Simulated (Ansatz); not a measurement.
**C₂H₈OSSi (SMILES CO[SiH2]SC): density, localisation and related maps**

The calculation's input:

```
crystal:
  periodic: [false, false, false]
  atoms:
    - {symbol: C, position_ang: [-1.458353, 0.763288, 1.352323]}
    - {symbol: O, position_ang: [-0.544066, 1.242139, 0.390507]}
    - {symbol: Si, position_ang: [1.019759, 0.752975, 0.322092]}
    - {symbol: S, position_ang: [1.233627, -1.331128, -0.005787]}
    - {symbol: C, position_ang: [0.502588, -1.445439, -1.666706]}
    - {symbol: H, position_ang: [-1.550720, -0.326977, 1.306581]}
    - {symbol: H, position_ang: [-1.152305, 1.044275, 2.366343]}
    - {symbol: H, position_ang: [-2.432348, 1.209717, 1.146496]}
    - {symbol: H, position_ang: [1.594771, 1.527685, -0.801510]}
    - {symbol: H, position_ang: [1.726423, 0.994330, 1.607778]}
    - {symbol: H, position_ang: [0.556310, -2.491527, -1.965809]}
    - {symbol: H, position_ang: [1.064961, -0.842865, -2.379678]}
    - {symbol: H, position_ang: [-0.540147, -1.131174, -1.657830]}
basis:
  gaussian: {orbitals: def2-TZVPP}
hamiltonian: {xc: pbe0, dispersion: d4}
output: {orbitals: {seedname: orbitals}}
```

Command:

```sh
ansatz run in.yaml --threads 2 --pin off --events-out ev --progress --plain --max-ram 32768MiB --backend cuda --devices 0, --max-vram 18GiB
```

Geometry: PBE0-D4/def2-TZVP.

Method: RKS PBE0-D4/def2-TZVPP (Ansatz).

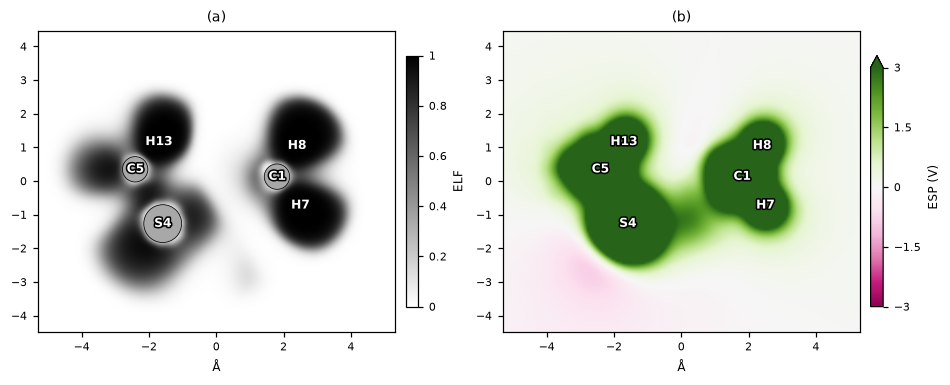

Figure 1. (a) ELF; (b) electrostatic potential on the plane of atoms H7, C1 and H8. Grey discs cover the atomic cores in the ELF map.

### Read the bonding off the picture.

Atoms in the plane: C, S and H. C–S (1.82 Å): the ELF peaks at about 0.90 between the atoms; localised, covalent bonding. C–H (1.09 Å): the ELF climbs to about 1 towards the hydrogen, as it does in any bond to H: an ordinary covalent bond to hydrogen. The ELF also peaks beside S4, away from the bonds: lone-pair regions. Outside the dense part of the molecule the potential is most negative (−0.8 V) near S4.

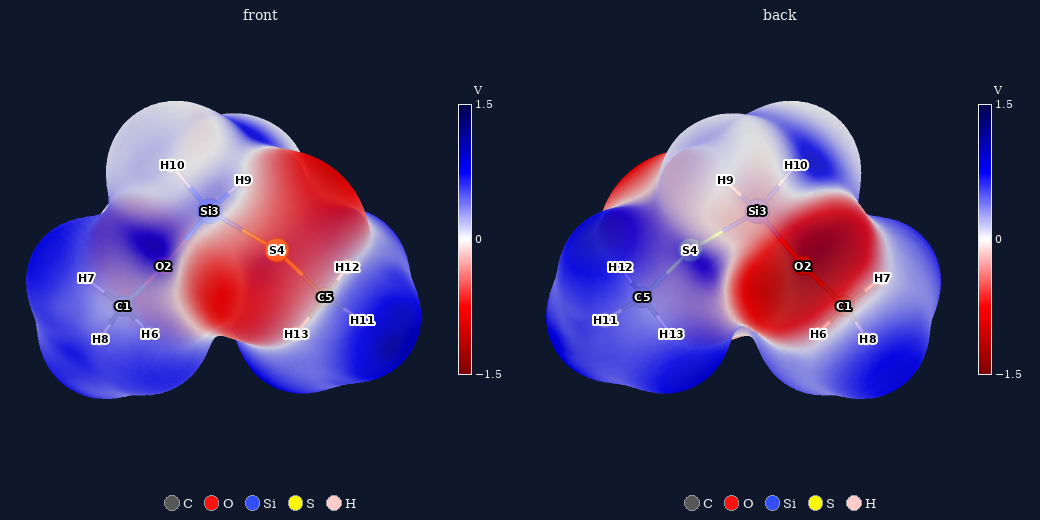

Figure 2. The molecular electrostatic potential painted on the density surface at 0.002 e/bohr³, seen from the front and from behind; the colour scale runs from red (negative) to blue (positive).

### Where is the surface potential most negative and most positive?

The most negative region (about −1.2 V, or −28 kcal/mol for a unit charge) lies over O2, the most positive (about +1.0 V, or +23 kcal/mol for a unit charge) over H11. O2 is the likeliest acceptor of a hydrogen bond.

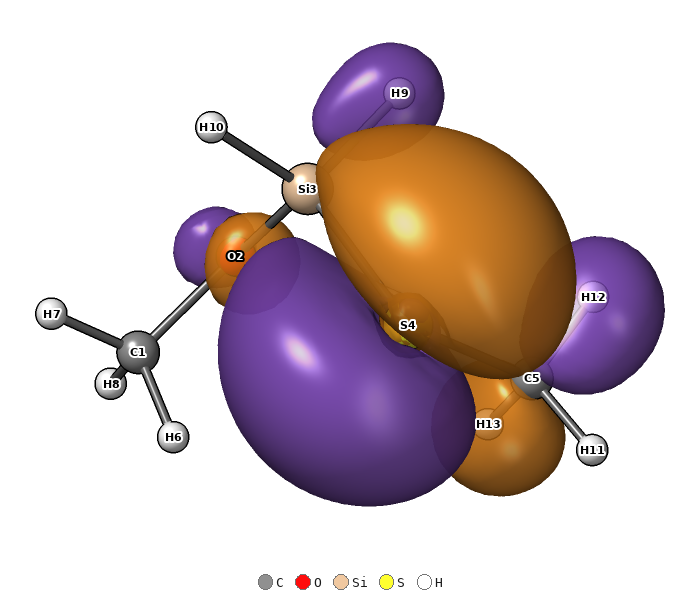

Figure 3. The HOMO at ±0.08 Å⁻³ᐟ² (orange and purple are the two phases), seen at a tilt.

### Describe this orbital and give its energy.

By Hirshfeld shares it lies mainly on S4 (about 75 %) and C5 (about 5 %); largely a lone pair of S4. Its energy is −7.06 eV.
